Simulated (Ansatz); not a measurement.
Run report: C2H8AlCl, geometry relaxation (part 1 of 2)

C2H8AlCl, computed with RKS PBE-D4/def2-SVP (Ansatz 0.2.0).

The input holds or restrains some coordinates. It belongs to a series of runs on one base structure; here: pulled along the bonds that form and break, towards end A. Figures and captions count atoms from 1; the log counts them from 0 in places.

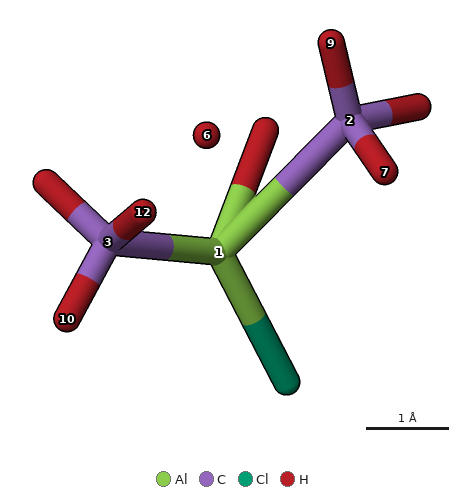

**Figure 1.** The input geometry (stick view, seen at a tilt; atoms are numbered from 1 in the order of the input). Sticks mark near contacts.

## The input
```yaml
crystal:
  periodic: [false, false, false]
  atoms:
    - { symbol: Al, position_ang: [-0.7284, 0.4127, 0.2653] }
    - { symbol: C, position_ang: [1.3841, -0.1945, 0.9024] }
    - { symbol: C, position_ang: [-0.999, 0.1668, -1.6709] }
    - { symbol: Cl, position_ang: [-1.3994, 1.8267, 1.5374] }
    - { symbol: H, position_ang: [0.1528, -0.8301, 1.1201] }
    - { symbol: H, position_ang: [-0.6995, -1.3069, 1.2893] }
    - { symbol: H, position_ang: [1.7193, 0.7758, 0.4858] }
    - { symbol: H, position_ang: [1.7619, -0.1911, 1.9276] }
    - { symbol: H, position_ang: [1.9461, -0.9467, 0.3477] }
    - { symbol: H, position_ang: [-1.7694, 0.814, -2.1002] }
    - { symbol: H, position_ang: [-1.2898, -0.8673, -1.8699] }
    - { symbol: H, position_ang: [-0.0787, 0.3406, -2.2347] }
basis:
  gaussian: { orbitals: def2-SVP }
hamiltonian:
  xc: pbe
  dispersion: d4
relax:
  f_tol: 0.15
  max_steps: 25
  restrain:
    - { distance: [0, 5], at: 2.82, k: 30.0 }
    - { distance: [4, 1], at: 2.37, k: 30.0 }
    - { distance: [0, 1], at: 1.97, k: 30.0 }
    - { distance: [4, 5], at: 0.62, k: 30.0 }
output:
  orbitals: {}
```

Run as:
```bash
ansatz run input.yaml --threads 2 --pin off --max-ram 3072MiB --backend cpu --events-out ev --progress --plain --runs-dir out
```

## Log
```
The last accepted step is kept in [file] (removed where the run ends without a failure and the disk answers)
Engine: ansatz 0.2.0, aarch64-unknown-linux-gnu
Functional definition: PBE
  parameter kappa = 0.804
  parameter beta = 0.06672455060314922
  exchange = pbe_x(kappa = kappa, mu = beta*pi^2/3)
  correlation = pbe_c(beta = beta)
1168 factors; their error is unknown
mean field evaluation 1: about -21289.7465 eV, gradient 7.6e1 eV
mean field evaluation 2: about -21264.8557 eV, gradient 1.1e2 eV
mean field evaluation 4: about -21304.1691 eV, gradient 6.8e0 eV
mean field evaluation 8: about -21304.2900 eV, gradient 1.9e-1 eV
mean field evaluation 16: about -21304.2379 eV, gradient 1.3e-4 eV
mean field -21304.23791041 eV, -782.9163026764 hartree, gradient 2.6e-5 eV, S^2 0.000000; 0 other end points of the search recorded, 0 dependent functions left out
the calculation of the forces begins
reference -21304.23794998 eV, -782.9163041307 hartree; 25, 25 occupied and 79, 79 virtual orbitals, 1168 factors
relax step   1: F+E_penalty+E_count = -21304.47234265 eV  Δ(F+E_penalty+E_count) = +0.000e0 eV  max|allowed force component| = 2.674e0 eV/Å  E_restraint = 27.67038173 eV  max|allowed force component, restraints' pulls added| = 3.456e1 eV/Å  Δτ_max = 0.0000 Å  (27 SCF iters, accepted)
  distance Al 0 - H 5 = 2.0016 Å
  distance H 4 - C 1 = 1.4027 Å
  distance Al 0 - C 1 = 2.2885 Å
  distance H 4 - H 5 = 0.9912 Å
these checks for a lower state are left out or cut short: starts, cluster_reference, orbital_swaps, neighbouring_geometries, increment
1168 factors; their error is unknown
mean field -21304.26068482 eV, -782.9171396205 hartree, gradient 7.7e-6 eV, S^2 0.000000; 0 other end points of the search recorded, 0 dependent functions left out
[... from here on the field's lines of each further geometry are left out, up to the last ...]
relax step   2: F+E_penalty+E_count = -21304.48589657 eV  Δ(F+E_penalty+E_count) = -1.355e-2 eV  max|allowed force component| = 2.416e0 eV/Å  E_restraint = 14.43557734 eV  max|allowed force component, restraints' pulls added| = 2.301e1 eV/Å  Δτ_max = 0.1948 Å  (34 SCF iters, accepted)
relax step   3: F+E_penalty+E_count = -21304.63007792 eV  Δ(F+E_penalty+E_count) = -1.442e-1 eV  max|allowed force component| = 3.905e0 eV/Å  E_restraint = 5.82498061 eV  max|allowed force component, restraints' pulls added| = 1.156e1 eV/Å  Δτ_max = 0.1947 Å  (33 SCF iters, accepted)
relax step   4: F+E_penalty+E_count = -21305.05869715 eV  Δ(F+E_penalty+E_count) = -4.286e-1 eV  max|allowed force component| = 2.857e0 eV/Å  E_restraint = 1.06579950 eV  max|allowed force component, restraints' pulls added| = 5.218e0 eV/Å  Δτ_max = 0.1946 Å  (27 SCF iters, accepted)
relax step   5: F+E_penalty+E_count = -21305.64374883 eV  Δ(F+E_penalty+E_count) = -5.851e-1 eV  max|allowed force component| = 2.846e0 eV/Å  E_restraint = 0.06063719 eV  max|allowed force component, restraints' pulls added| = 1.636e0 eV/Å  Δτ_max = 0.1947 Å  (27 SCF iters, accepted)
relax step   6: F+E_penalty+E_count = -21305.87445708 eV  Δ(F+E_penalty+E_count) = -2.307e-1 eV  max|allowed force component| = 1.928e0 eV/Å  E_restraint = 0.14091471 eV  max|allowed force component, restraints' pulls added| = 5.181e-1 eV/Å  Δτ_max = 0.2000 Å  (27 SCF iters, accepted)
relax step   7: F+E_penalty+E_count = -21305.86295131 eV  Δ(F+E_penalty+E_count) = +1.151e-2 eV  max|allowed force component| = 2.094e0 eV/Å  E_restraint = 0.12939303 eV  max|allowed force component, restraints' pulls added| = 4.228e-1 eV/Å  Δτ_max = 0.1040 Å  (27 SCF iters, accepted)
relax step   8: F+E_penalty+E_count = -21305.86518110 eV  Δ(F+E_penalty+E_count) = -2.230e-3 eV  max|allowed force component| = 2.386e0 eV/Å  E_restraint = 0.11622384 eV  max|allowed force component, restraints' pulls added| = 2.115e-1 eV/Å  Δτ_max = 0.0982 Å  (26 SCF iters, accepted)
the calculation of the forces begins
reference -21305.65512665 eV, -782.9683844126 hartree; 25, 25 occupied and 79, 79 virtual orbitals, 1168 factors
relax step   9: F+E_penalty+E_count = -21305.87267283 eV  Δ(F+E_penalty+E_count) = -7.492e-3 eV  max|allowed force component| = 2.337e0 eV/Å  E_restraint = 0.12052885 eV  max|allowed force component, restraints' pulls added| = 5.080e-2 eV/Å  Δτ_max = 0.0484 Å  (27 SCF iters, accepted)
```

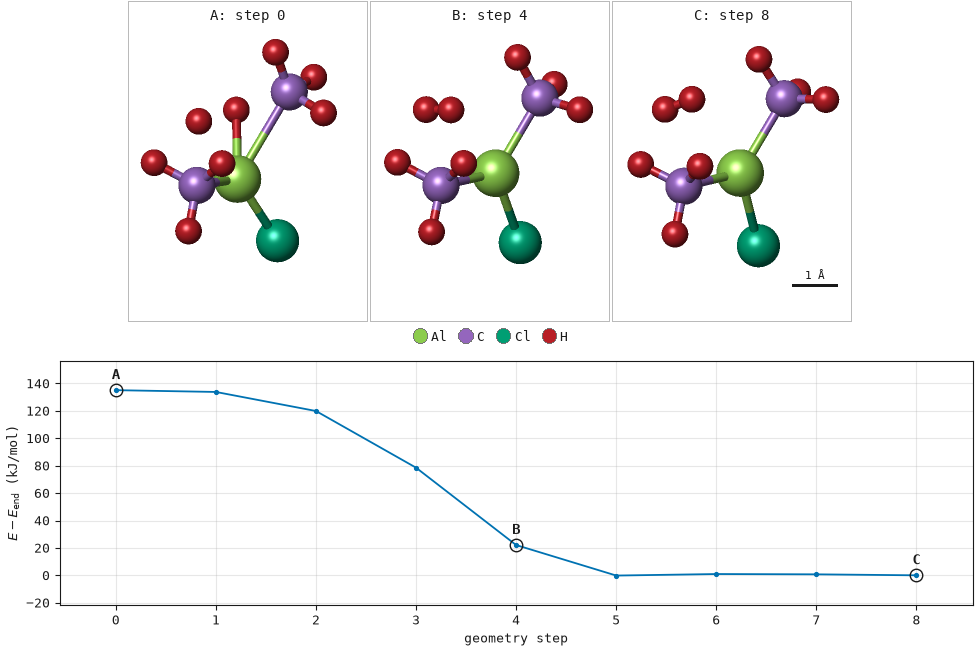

**Figure 2.** Frames of the restrained relaxation (ball-and-stick view, seen at a tilt) above the curves, on which the letters mark them (the first geometry is step 0 here and step 1 in the log).

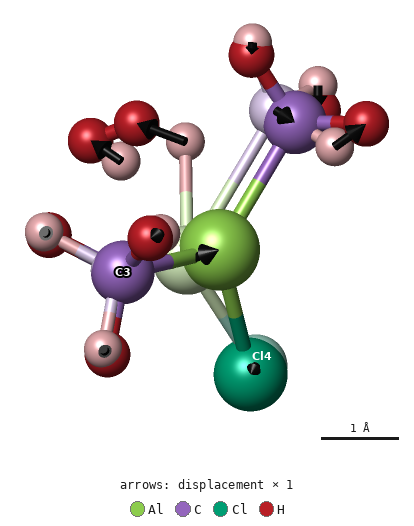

**Figure 3.** Start (faint) and end (solid) with the displacements as black arrows, at true length (ball-and-stick view, seen at a tilt). The two geometries are laid on each other by the best rigid fit. The energy falls by 135.1 kJ/mol in 8 geometry steps. Largest force component: 2.7 eV/Å at the start, 2.3 eV/Å at the end. H5 moves most after the best rigid fit: 0.77 Å. By element the largest moves are H 0.77 Å, Al 0.53 Å, C 0.34 Å, Cl 0.19 Å. Among the contacts that change: Al1–H5 1.747 → 2.457 Å, Al1–C2 2.289 → 1.966 Å, H5–H6 0.991 → 0.709 Å, Al1–Cl4 2.017 → 2.136 Å. New bonds form: H5–H6 (0.99 → 0.71 Å). Bonds break: Al1–H5 (1.75 → 2.46 Å). Among the angles that change: Al1–C2–H7 86.7° → 109.3°, C3–Al1–Cl4 131.4° → 117.8°, C2–Al1–C3 111.5° → 124.4°. (Atoms are counted from 1 in the order of the input.)

```
  distance Al 0 - H 5 = 2.8193 Å
  distance H 4 - C 1 = 2.3809 Å
  distance Al 0 - C 1 = 1.9657 Å
  distance H 4 - H 5 = 0.7089 Å
1168 factors; their error is unknown
mean field -21305.65508810 eV, -782.9683829961 hartree, gradient 2.2e-5 eV, S^2 0.000000; 1 other end points of the search recorded, 0 dependent functions left out
the calculation of the forces begins
reference -21305.65512665 eV, -782.9683844126 hartree; 25, 25 occupied and 79, 79 virtual orbitals, 1168 factors
Total energy: -21305.87271137 eV, -782.9763805037 hartree
Atom 0 at    -0.279773     0.656517     0.117762 Å, force     0.078712    -0.086752     0.075273 eV/Å
Atom 1 at     1.484922     0.112931     0.791690 Å, force     0.129882     0.306083    -0.162921 eV/Å
Atom 2 at    -0.967451     0.220120    -1.661359 Å, force    -0.009460    -0.001112     0.028371 eV/Å
Atom 3 at    -1.485200     1.894216     1.374168 Å, force     0.012618     0.000187    -0.002433 eV/Å
Atom 4 at    -0.197136    -1.491065     1.308150 Å, force     2.149306     0.934432    -0.277319 eV/Å
Atom 5 at    -0.831925    -1.792874     1.400015 Å, force    -2.337137    -1.070068     0.303846 eV/Å
Atom 6 at     2.245668     0.865938     0.483013 Å, force    -0.008095    -0.010920     0.024821 eV/Å
Atom 7 at     1.532016     0.049272     1.895990 Å, force    -0.013709    -0.012098     0.046522 eV/Å
Atom 8 at     1.815504    -0.853184     0.359795 Å, force     0.003820    -0.050801    -0.007474 eV/Å
Atom 9 at    -1.816675     0.870246    -1.954648 Å, force     0.023855    -0.023465    -0.017280 eV/Å
Atom 10 at    -1.326885    -0.831968    -1.680819 Å, force    -0.006123     0.007802    -0.013519 eV/Å
Atom 11 at    -0.173065     0.299851    -2.433858 Å, force    -0.023670     0.006711     0.002113 eV/Å
Dipole moment:     0.222351    -0.293582    -0.211718 e Å
```

## Trajectory as extended XYZ (Å, eV, eV/Å), 9 frames, from step=1 to step=9
```
12
Properties=species:S:1:pos:R:3:forces:R:3 step=1 energy=-21304.47234
Al   -0.7284    0.4127    0.2653    1.4584  -2.6743  -0.5696
C     1.3841   -0.1945    0.9024   -0.0776   1.3413  -0.7613
C    -0.9990    0.1668   -1.6709    0.1029   0.0795   0.6899
Cl   -1.3994    1.8267    1.5374   -0.6590   1.4199   1.1416
H     0.1528   -0.8301    1.1201    0.4880  -0.1522   0.1542
H    -0.6995   -1.3069    1.2893   -1.4279   0.3144  -0.4556
H     1.7193    0.7758    0.4858    0.2318   0.2968  -0.1055
H     1.7619   -0.1911    1.9276   -0.1462  -0.0062   0.6300
H     1.9461   -0.9467    0.3477    0.0709  -0.5425  -0.4369
H    -1.7694    0.8140   -2.1002   -0.3804   0.3272  -0.0463
H    -1.2898   -0.8673   -1.8699   -0.1887  -0.5568  -0.0570
H    -0.0787    0.3406   -2.2347    0.5278   0.1531  -0.1836
12
Properties=species:S:1:pos:R:3:forces:R:3 step=2 energy=-21304.48590
Al   -0.6460    0.4997    0.2121    2.4161  -2.0030  -0.0309
C     1.4325   -0.1238    0.8666   -1.4339  -0.5256   0.1069
C    -0.9976    0.1680   -1.6722   -0.1937   0.0809   0.3168
Cl   -1.4038    1.8390    1.5456   -0.7250   1.0008   0.8572
H    -0.0172   -0.9201    1.1513    0.1307  -0.5540   0.3416
H    -0.6697   -1.4164    1.3575   -1.2154  -0.1926  -0.1070
H     1.7324    0.7996    0.4758    1.6135   2.1250  -0.8351
H     1.7601   -0.1873    1.9266   -0.4720   0.2084   0.0187
H     1.9472   -0.9458    0.3429   -0.1505  -0.0906  -0.4172
H    -1.7719    0.8163   -2.1003   -0.3068   0.2399  -0.0839
H    -1.2909   -0.8708   -1.8691   -0.1200  -0.4024   0.0225
H    -0.0752    0.3417   -2.2369    0.4569   0.1131  -0.1897
```
